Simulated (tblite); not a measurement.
C$_{5}$H$_{14}$OSi$_{3}$: geometry relaxation (part 3 of 4)

Continued. System: C$_{5}$H$_{14}$OSi$_{3}$. Method: GFN2-xTB geometry optimisation, gas phase (tblite 0.8.0). It belongs to a series of runs on one base structure; here: H on Si replaced by COCH3.

Geometry of the input (Å):
```
C  -2.9874  1.0883  -0.3164
C  -2.8100  -0.3838  -0.4746
O  -3.4257  -1.0811  -1.2543
Si -1.5401  -1.2465  0.5778
C  -0.0439  -0.1626  1.1257
C  0.7208  -0.2402  -0.2596
C  2.2549  -0.1115  -0.2105
Si 2.9147  1.6175  0.1433
Si 0.1307  -2.0958  -0.6294
H  -3.1944  1.3470  0.7339
H  -2.1147  1.6213  -0.6782
H  -3.8627  1.4027  -0.9084
H  -2.0692  -2.0630  1.7346
H  -0.3419  0.8506  1.4034
H  0.4869  -0.5919  1.9734
H  0.2959  0.4089  -1.0256
H  2.6695  -0.7836  0.5581
H  2.6766  -0.4317  -1.1697
H  2.4151  2.5552  -0.8942
H  2.4359  2.0771  1.4731
H  4.3895  1.6111  0.1338
H  -0.0298  -2.3007  -2.0926
H  1.0245  -3.0603  0.0665
```

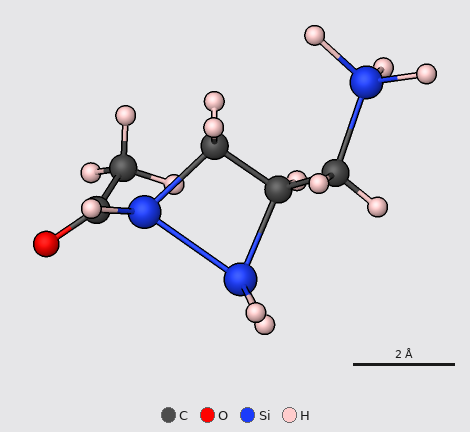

Fig. 1: The geometry at step 113 of the log (ball-and-stick view, seen at a tilt).

**Trajectory as extended XYZ, continued**
```
23
Properties=species:S:1:pos:R:3:forces:R:3 step=87 energy=-735.43998
C    -3.1130    1.0305   -0.3759   -0.0030   0.0290  -0.0030
C    -3.0778   -0.4585   -0.1596    0.0470   0.0550   0.0090
O    -4.0220   -1.1750   -0.4042   -0.0300  -0.0060  -0.0180
Si   -1.4659   -1.2314    0.5571    0.0410   0.0030   0.0160
C    -0.0338    0.0394    0.8051   -0.0280  -0.0160   0.0050
C     0.8693   -0.3113   -0.4030   -0.0030   0.0350   0.0340
C     2.3574   -0.1936   -0.0989    0.0130   0.0100   0.0140
Si    2.9034    1.5640    0.3915    0.0030   0.0040  -0.0160
Si    0.1822   -2.0649   -0.8654   -0.0090   0.0120   0.0050
H    -3.0769    1.5119    0.6014   -0.0040  -0.0150  -0.0210
H    -2.2328    1.3484   -0.9313   -0.0330  -0.0390  -0.0100
H    -4.0189    1.3371   -0.8949    0.0050  -0.0130  -0.0050
H    -1.9200   -1.8918    1.7893    0.0010  -0.0110   0.0260
H    -0.2807    1.1002    0.8443    0.0230  -0.0280   0.0180
H     0.4974   -0.1903    1.7296   -0.0120   0.0160  -0.0120
H     0.6393    0.3866   -1.2159    0.0060  -0.0110  -0.0260
H     2.6117   -0.8942    0.6997    0.0160  -0.0190   0.0020
H     2.9271   -0.5095   -0.9764   -0.0070  -0.0100  -0.0120
H     2.3839    2.5138   -0.5960   -0.0180   0.0100  -0.0110
H     2.3974    1.9223    1.7174   -0.0070  -0.0020   0.0080
H     4.3658    1.6419    0.4039    0.0010  -0.0220   0.0120
H     0.0857   -2.3147   -2.3093   -0.0010   0.0100   0.0290
H     1.0164   -3.1339   -0.2981   -0.0010   0.0070  -0.0430
23
Properties=species:S:1:pos:R:3:forces:R:3 step=93 energy=-735.44537
C    -3.1418    1.0000   -0.4273   -0.0050  -0.0430  -0.0220
C    -3.0984   -0.4652   -0.0987   -0.0690  -0.0910   0.0100
O    -4.0586   -1.1911   -0.2401    0.0570   0.0280   0.0080
Si   -1.4562   -1.2090    0.5734    0.0060   0.0100  -0.0210
C    -0.0280    0.0683    0.7956    0.0040   0.0020   0.0170
C     0.8725   -0.2829   -0.4130   -0.0050  -0.0140  -0.0030
C     2.3593   -0.1944   -0.0936    0.0110   0.0000  -0.0180
Si    2.9288    1.5465    0.4312    0.0110   0.0120   0.0030
Si    0.1641   -2.0244   -0.8869    0.0020  -0.0250  -0.0050
H    -3.0187    1.5528    0.5020   -0.0150   0.0460  -0.0110
H    -2.3092    1.2484   -1.0792    0.0240   0.0310  -0.0310
H    -4.0851    1.2675   -0.8983    0.0040   0.0340   0.0140
H    -1.8570   -1.9030    1.8035   -0.0130  -0.0060   0.0440
H    -0.2687    1.1290    0.8350   -0.0310   0.0160   0.0080
H     0.5111   -0.1572    1.7152   -0.0010   0.0020   0.0340
H     0.6603    0.4224   -1.2249    0.0100  -0.0040   0.0090
H     2.5942   -0.9205    0.6889    0.0180   0.0340   0.0210
H     2.9331   -0.5031   -0.9708   -0.0090   0.0000  -0.0360
H     2.4423    2.5409   -0.5310   -0.0160  -0.0360  -0.0180
H     2.4147    1.8958    1.7573    0.0090  -0.0170   0.0060
H     4.3929    1.5847    0.4536   -0.0030  -0.0100   0.0210
H     0.0572   -2.2616   -2.3303   -0.0160   0.0240  -0.0120
H     0.9865   -3.1170   -0.3512    0.0260   0.0070  -0.0190
23
Properties=species:S:1:pos:R:3:forces:R:3 step=98 energy=-735.45054
C    -3.1571    0.9637   -0.4790   -0.0060   0.0310   0.0220
C    -3.1068   -0.4790   -0.0572    0.0240   0.0200  -0.0310
O    -4.0738   -1.2048   -0.1225    0.0000  -0.0220   0.0140
Si   -1.4448   -1.1946    0.5962   -0.0400  -0.0220   0.0280
C    -0.0189    0.0859    0.8007    0.0110  -0.0010   0.0090
C     0.8746   -0.2644   -0.4137    0.0020  -0.0240  -0.0050
C     2.3625   -0.1931   -0.0943   -0.0090   0.0020   0.0000
Si    2.9460    1.5348    0.4596   -0.0010  -0.0110  -0.0060
Si    0.1495   -1.9958   -0.9031   -0.0070   0.0230   0.0220
H    -2.9739    1.5792    0.4007    0.0260   0.0060  -0.0150
H    -2.3724    1.1714   -1.2043   -0.0170  -0.0390   0.0320
H    -4.1302    1.2140   -0.8945   -0.0120   0.0090  -0.0420
H    -1.8211   -1.8770    1.8455    0.0070   0.0100  -0.0280
H    -0.2622    1.1460    0.8471   -0.0190   0.0050  -0.0090
H     0.5274   -0.1437    1.7155   -0.0030   0.0210   0.0280
H     0.6752    0.4465   -1.2238   -0.0220   0.0130   0.0330
H     2.5906   -0.9253    0.6855    0.0220   0.0160  -0.0240
H     2.9307   -0.4977   -0.9776   -0.0040   0.0070   0.0160
H     2.4776    2.5487   -0.4916    0.0070  -0.0400  -0.0130
H     2.4257    1.8748    1.7867    0.0150  -0.0230  -0.0080
H     4.4096    1.5304    0.4997    0.0070   0.0260   0.0150
H     0.0151   -2.1857   -2.3507   -0.0250   0.0040  -0.0280
H     0.9720   -3.1075   -0.4146    0.0440  -0.0120  -0.0100
23
Properties=species:S:1:pos:R:3:forces:R:3 step=103 energy=-735.45473
C    -3.1739    0.9446   -0.5135    0.0110  -0.0370  -0.0180
C    -3.1077   -0.4816   -0.0369   -0.0640  -0.0160   0.0600
O    -4.0683   -1.2201   -0.0605    0.0200   0.0450  -0.0150
Si   -1.4410   -1.1834    0.6206    0.0130   0.0140  -0.0300
C    -0.0132    0.0962    0.8201   -0.0060  -0.0020   0.0030
C     0.8710   -0.2516   -0.4031    0.0020   0.0210   0.0240
C     2.3616   -0.1894   -0.0978    0.0120  -0.0160   0.0080
Si    2.9630    1.5245    0.4719    0.0050  -0.0090   0.0050
Si    0.1350   -1.9739   -0.9073    0.0080   0.0020  -0.0050
H    -2.9361    1.6042    0.3201   -0.0100  -0.0260  -0.0200
H    -2.4213    1.0959   -1.2842    0.0140   0.0130  -0.0080
H    -4.1613    1.1862   -0.9048    0.0390  -0.0170   0.0210
H    -1.7945   -1.8700    1.8714   -0.0290  -0.0020  -0.0120
H    -0.2584    1.1567    0.8696   -0.0060  -0.0230  -0.0140
H     0.5338   -0.1345    1.7350    0.0100   0.0220  -0.0120
H     0.6714    0.4704   -1.2032   -0.0340   0.0040   0.0220
H     2.6004   -0.9253    0.6731   -0.0060  -0.0430   0.0100
H     2.9186   -0.4912   -0.9881    0.0110   0.0120  -0.0160
H     2.5072    2.5436   -0.4769    0.0120  -0.0030  -0.0230
H     2.4382    1.8523    1.7989    0.0030  -0.0020   0.0090
H     4.4257    1.5004    0.5327    0.0080   0.0320  -0.0030
H    -0.0297   -2.1306   -2.3595   -0.0190   0.0080   0.0300
H     0.9748   -3.0965   -0.4677    0.0060   0.0260  -0.0150
23
Properties=species:S:1:pos:R:3:forces:R:3 step=108 energy=-735.45832
C    -3.1812    0.9147   -0.5513    0.0010  -0.0020   0.0000
C    -3.1151   -0.4845   -0.0038    0.0290  -0.0420  -0.0690
O    -4.0745   -1.2239    0.0014   -0.0180   0.0190   0.0360
Si   -1.4369   -1.1715    0.6408   -0.0080  -0.0130   0.0220
C    -0.0072    0.1046    0.8383    0.0020   0.0070   0.0100
C     0.8707   -0.2362   -0.3900   -0.0060   0.0050  -0.0100
C     2.3657   -0.1911   -0.0971   -0.0040   0.0070   0.0020
Si    2.9814    1.5128    0.4865    0.0060   0.0060   0.0120
Si    0.1216   -1.9464   -0.9129    0.0000  -0.0090  -0.0010
H    -2.8998    1.6132    0.2326    0.0120   0.0270   0.0400
H    -2.4642    1.0205   -1.3624    0.0250  -0.0280  -0.0070
H    -4.1809    1.1492   -0.9099   -0.0120  -0.0050  -0.0100
H    -1.7839   -1.8570    1.8936   -0.0190  -0.0160  -0.0080
H    -0.2580    1.1628    0.8839   -0.0080   0.0210   0.0080
H     0.5470   -0.1188    1.7494   -0.0010   0.0010   0.0220
H     0.6609    0.4982   -1.1755    0.0320   0.0020  -0.0170
H     2.6072   -0.9388    0.6630   -0.0220  -0.0230  -0.0300
H     2.9119   -0.4811   -0.9987   -0.0040  -0.0040   0.0140
H     2.5422    2.5335   -0.4700    0.0100  -0.0050   0.0100
H     2.4528    1.8288    1.8153   -0.0080   0.0170  -0.0090
H     4.4434    1.4891    0.5659    0.0060   0.0130  -0.0180
H    -0.0837   -2.0744   -2.3614   -0.0190   0.0120  -0.0040
H     0.9758   -3.0767   -0.5276    0.0050   0.0110   0.0070
23
Properties=species:S:1:pos:R:3:forces:R:3 step=113 energy=-735.46072
C    -3.1811    0.8939   -0.5774    0.0000  -0.0080  -0.0020
C    -3.1128   -0.4926    0.0031   -0.0190   0.0190   0.0270
O    -4.0810   -1.2195    0.0465    0.0260  -0.0040   0.0160
Si   -1.4337   -1.1676    0.6564    0.0000  -0.0100  -0.0010
C    -0.0042    0.1119    0.8537   -0.0080   0.0040  -0.0110
C     0.8671   -0.2218   -0.3828    0.0010   0.0000  -0.0030
C     2.3646   -0.1904   -0.0969   -0.0030  -0.0070  -0.0010
Si    2.9968    1.5049    0.4985    0.0050  -0.0120  -0.0100
Si    0.1112   -1.9267   -0.9156   -0.0020   0.0120   0.0040
H    -2.8744    1.6149    0.1791    0.0010  -0.0350  -0.0220
H    -2.4880    0.9668   -1.4133    0.0100   0.0000   0.0160
H    -4.1917    1.1191   -0.9131    0.0220   0.0220  -0.0140
H    -1.7846   -1.8595    1.9034   -0.0130  -0.0150   0.0050
H    -0.2600    1.1697    0.9019    0.0010  -0.0060   0.0160
H     0.5555   -0.1119    1.7624   -0.0180   0.0060  -0.0100
H     0.6598    0.5203   -1.1612    0.0210   0.0090  -0.0120
H     2.6009   -0.9571    0.6455   -0.0010   0.0140   0.0130
H     2.9048   -0.4732   -1.0045   -0.0140   0.0070  -0.0040
H     2.5754    2.5305   -0.4609   -0.0080  -0.0030   0.0120
H     2.4619    1.8227    1.8239   -0.0030   0.0160  -0.0040
H     4.4593    1.4832    0.5773   -0.0050  -0.0130  -0.0050
H    -0.1251   -2.0335   -2.3611   -0.0050   0.0030  -0.0060
H     0.9746   -3.0570   -0.5550    0.0100   0.0000  -0.0030
23
Properties=species:S:1:pos:R:3:forces:R:3 step=118 energy=-735.46213
C    -3.1830    0.8757   -0.5990    0.0120  -0.0100   0.0090
C    -3.1161   -0.4934    0.0209   -0.0350  -0.0520  -0.0170
O    -4.0845   -1.2191    0.0914    0.0470   0.0490   0.0160
Si   -1.4332   -1.1664    0.6695   -0.0050   0.0060   0.0030
C    -0.0063    0.1186    0.8621    0.0000   0.0030  -0.0020
C     0.8644   -0.2092   -0.3776   -0.0090   0.0010  -0.0050
C     2.3631   -0.1907   -0.0967   -0.0120   0.0060   0.0050
Si    3.0095    1.4958    0.5059   -0.0170   0.0130   0.0090
Si    0.1060   -1.9106   -0.9173   -0.0100   0.0010  -0.0150
H    -2.8526    1.6102    0.1324    0.0000   0.0090   0.0040
H    -2.5024    0.9207   -1.4473    0.0050  -0.0190   0.0120
H    -4.1957    1.1072   -0.9238    0.0210   0.0010  -0.0090
H    -1.7911   -1.8647    1.9129    0.0130   0.0030  -0.0170
H    -0.2653    1.1749    0.9186   -0.0100   0.0050  -0.0160
H     0.5543   -0.1033    1.7705    0.0080  -0.0160  -0.0120
H     0.6677    0.5382   -1.1544   -0.0190   0.0020   0.0210
H     2.5986   -0.9654    0.6370    0.0080   0.0060   0.0080
H     2.8925   -0.4652   -1.0131    0.0060  -0.0120   0.0120
H     2.5947    2.5264   -0.4498   -0.0070   0.0080  -0.0070
H     2.4704    1.8222    1.8279    0.0060   0.0000  -0.0020
H     4.4710    1.4665    0.5868    0.0050  -0.0200  -0.0020
H    -0.1507   -2.0017   -2.3617    0.0000   0.0010   0.0090
H     0.9840   -3.0398   -0.5851   -0.0090   0.0120  -0.0030
23
Properties=species:S:1:pos:R:3:forces:R:3 step=123 energy=-735.46363
C    -3.1763    0.8551   -0.6134    0.0010   0.0050  -0.0150
C    -3.1190   -0.5007    0.0366    0.0180   0.0440   0.0050
O    -4.0917   -1.2137    0.1448   -0.0180   0.0180  -0.0060
Si   -1.4310   -1.1615    0.6768    0.0020  -0.0150  -0.0180
C    -0.0069    0.1275    0.8595   -0.0070  -0.0140   0.0120
C     0.8632   -0.2011   -0.3798    0.0030   0.0110   0.0130
C     2.3610   -0.1923   -0.0908    0.0060   0.0110  -0.0020
Si    3.0115    1.4921    0.5166    0.0140  -0.0010  -0.0190
Si    0.0929   -1.8945   -0.9266    0.0250  -0.0070   0.0030
H    -2.8313    1.6021    0.0994   -0.0070  -0.0130  -0.0110
H    -2.5025    0.8732   -1.4681    0.0200  -0.0190   0.0180
H    -4.1862    1.0955   -0.9395   -0.0020  -0.0100   0.0080
H    -1.7843   -1.8650    1.9161    0.0200  -0.0100   0.0160
H    -0.2693    1.1836    0.9135    0.0090  -0.0200   0.0080
H     0.5580   -0.0980    1.7640   -0.0050   0.0240   0.0150
H     0.6752    0.5550   -1.1491   -0.0170  -0.0020  -0.0170
H     2.5943   -0.9693    0.6422   -0.0250   0.0170  -0.0010
H     2.8951   -0.4673   -1.0046   -0.0050  -0.0040   0.0100
H     2.6028    2.5257   -0.4389   -0.0060   0.0040  -0.0060
H     2.4720    1.8228    1.8365    0.0050  -0.0030   0.0100
H     4.4745    1.4539    0.5952   -0.0240  -0.0150   0.0040
H    -0.1838   -1.9721   -2.3662   -0.0010  -0.0010  -0.0220
H     0.9771   -3.0240   -0.6140   -0.0080   0.0010  -0.0060
23
Properties=species:S:1:pos:R:3:forces:R:3 step=129 energy=-735.46679
C    -3.1607    0.8096   -0.6613    0.0210   0.0040   0.0230
C    -3.1186   -0.4982    0.0814   -0.0720  -0.0250  -0.0050
O    -4.1077   -1.1750    0.2618    0.0580   0.0460   0.0040
Si   -1.4242   -1.1637    0.6995    0.0120   0.0000   0.0010
C    -0.0110    0.1397    0.8767    0.0060   0.0040  -0.0100
C     0.8540   -0.1730   -0.3711   -0.0120  -0.0300  -0.0210
C     2.3520   -0.1871   -0.0841   -0.0180   0.0000  -0.0060
Si    3.0247    1.4830    0.5314   -0.0110   0.0100   0.0020
Si    0.0765   -1.8542   -0.9430   -0.0280   0.0100  -0.0360
H    -2.7821    1.5945   -0.0079   -0.0070  -0.0100  -0.0330
H    -2.5027    0.7455   -1.5267   -0.0200   0.0170   0.0210
H    -4.1741    1.0520   -0.9779    0.0450  -0.0180  -0.0060
H    -1.7543   -1.8927    1.9297    0.0170   0.0010   0.0180
H    -0.2888    1.1913    0.9278   -0.0140   0.0060   0.0160
H     0.5656   -0.0675    1.7780   -0.0130  -0.0100   0.0090
H     0.6704    0.5951   -1.1304    0.0020  -0.0040   0.0190
H     2.5759   -0.9708    0.6440   -0.0340   0.0060   0.0160
H     2.8824   -0.4669   -0.9981   -0.0050   0.0080  -0.0110
H     2.6270    2.5224   -0.4240    0.0270  -0.0030   0.0160
H     2.4912    1.8175    1.8539    0.0020   0.0000  -0.0080
H     4.4833    1.3973    0.6216    0.0120   0.0240  -0.0090
H    -0.2630   -1.8901   -2.3731    0.0250  -0.0010   0.0020
H     0.9795   -2.9819   -0.6982    0.0080  -0.0320  -0.0020
23
Properties=species:S:1:pos:R:3:forces:R:3 step=134 energy=-735.46913
C    -3.1395    0.7796   -0.6831    0.0130   0.0110  -0.0100
C    -3.1202   -0.4984    0.1080    0.1010   0.0230  -0.0040
O    -4.1206   -1.1390    0.3351   -0.0870  -0.0430   0.0260
Si   -1.4232   -1.1734    0.7066   -0.0100  -0.0120   0.0150
C    -0.0218    0.1417    0.8838   -0.0120  -0.0010   0.0060
C     0.8365   -0.1549   -0.3733   -0.0060   0.0290   0.0170
C     2.3328   -0.1770   -0.0836   -0.0080   0.0000   0.0080
Si    3.0335    1.4808    0.5365   -0.0040  -0.0140   0.0150
Si    0.0624   -1.8311   -0.9633    0.0120  -0.0200   0.0230
H    -2.7519    1.5828   -0.0599   -0.0040   0.0130  -0.0010
H    -2.4811    0.6774   -1.5437   -0.0070   0.0020   0.0030
H    -4.1478    1.0213   -1.0100   -0.0130   0.0180  -0.0240
H    -1.7351   -1.9191    1.9321    0.0170   0.0070   0.0070
H    -0.3110    1.1903    0.9463   -0.0100  -0.0090  -0.0030
H     0.5596   -0.0644    1.7827    0.0040  -0.0130  -0.0150
H     0.6538    0.6272   -1.1173   -0.0070  -0.0040  -0.0090
H     2.5387   -0.9603    0.6502    0.0160  -0.0110  -0.0070
H     2.8657   -0.4626   -0.9949   -0.0120  -0.0070   0.0110
H     2.6621    2.5358   -0.4095    0.0090   0.0090  -0.0120
H     2.5170    1.8271    1.8624   -0.0130  -0.0110  -0.0060
H     4.4895    1.3561    0.6198    0.0220   0.0300  -0.0050
H    -0.2800   -1.8578   -2.3917    0.0210   0.0010  -0.0090
H     0.9760   -2.9552   -0.7230   -0.0230   0.0030  -0.0260
23
Properties=species:S:1:pos:R:3:forces:R:3 step=139 energy=-735.47068
C    -3.1330    0.7635   -0.6987   -0.0160  -0.0100  -0.0110
C    -3.1188   -0.4980    0.1217   -0.0340  -0.0060  -0.0090
O    -4.1259   -1.1249    0.3663    0.0320   0.0210   0.0100
Si   -1.4220   -1.1752    0.7178    0.0000   0.0030   0.0000
C    -0.0250    0.1437    0.8920   -0.0040  -0.0040   0.0010
C     0.8306   -0.1450   -0.3679    0.0010  -0.0170  -0.0010
C     2.3276   -0.1756   -0.0795    0.0090  -0.0010  -0.0040
Si    3.0403    1.4772    0.5412    0.0120   0.0090  -0.0080
Si    0.0544   -1.8195   -0.9678    0.0010   0.0050   0.0020
H    -2.7355    1.5800   -0.0995    0.0070   0.0000   0.0000
H    -2.4852    0.6334   -1.5629    0.0260   0.0040   0.0020
H    -4.1406    1.0077   -1.0282   -0.0080  -0.0010   0.0080
H    -1.7148   -1.9132    1.9520   -0.0070  -0.0080   0.0050
H    -0.3177    1.1905    0.9608   -0.0060  -0.0010  -0.0020
H     0.5612   -0.0663    1.7866    0.0050  -0.0020   0.0010
H     0.6487    0.6403   -1.1091    0.0020  -0.0050   0.0060
H     2.5320   -0.9626    0.6509    0.0030  -0.0020   0.0010
H     2.8563   -0.4642   -0.9918    0.0000  -0.0010  -0.0110
H     2.6803    2.5368   -0.4058    0.0000  -0.0070   0.0010
H     2.5158    1.8184    1.8646   -0.0070   0.0000   0.0040
H     4.4989    1.3617    0.6262   -0.0190   0.0060  -0.0010
H    -0.2971   -1.8293   -2.3957    0.0120   0.0110   0.0090
H     0.9649   -2.9523   -0.7632   -0.0090   0.0070   0.0000
```
